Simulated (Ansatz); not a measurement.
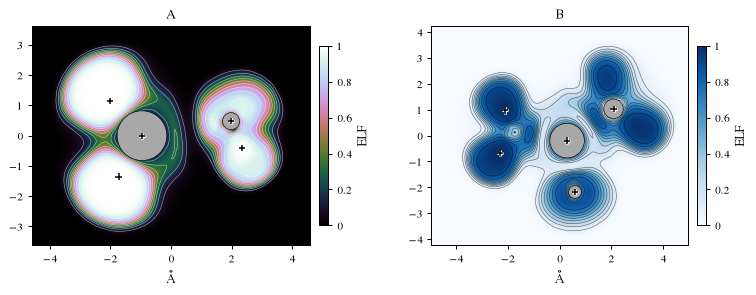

The ELF of 2 systems, each on a plane through atoms (crosses mark nuclei in the plane; grey discs cover the cores).

All numbers below come from RKS revPBE/def2-SVP (Ansatz).

System 1: CH₅FInN, the plane of atoms F2, In1 and C5. Core potentials replace the inner electrons of In.

```xyz
9

In    0.0772   -0.3235   -0.4110
F     0.9674   -1.8473   -1.3709
N    -1.6046    0.2014   -1.4974
H    -1.5114   -0.0381   -2.4941
C     0.8806    0.1495    1.5542
H    -1.8541    1.1981   -1.4439
H     0.3018   -0.4062    2.3179
H     1.9394   -0.1691    1.5905
H     0.8038    1.2350    1.7545
```

System 2: GeH₄···H₂O, the plane of atoms H4, Ge1 and H6. Not at a stationary point (largest force 0.7 eV/Å).

```xyz
8

Ge    0.2293   -0.3580   -0.4385
O     0.0164    0.0621    2.5128
H    -0.8919   -0.2518    2.6870
H     1.4377    0.1455   -1.2786
H    -0.5552    0.8469    0.1070
H    -0.7070   -1.1695   -1.3837
H     0.7765   -1.3775    0.5941
H     0.5005   -0.7823    2.3382
```

Match each panel to its system.

Panel A is system 2, GeH₄···H₂O: the plane holds Ge, O and H. O–H (0.98 Å): the ELF climbs to about 1 towards the hydrogen, as it does in any bond to H: an ordinary covalent bond to hydrogen. Panel B is system 1, CH₅FInN: the plane holds In, F, H and C. In–F (2.01 Å): the ELF peaks at about 0.80 in the valence shell of F, 0.5 Å from its nucleus, and drops to about 0.10 between the two atoms.
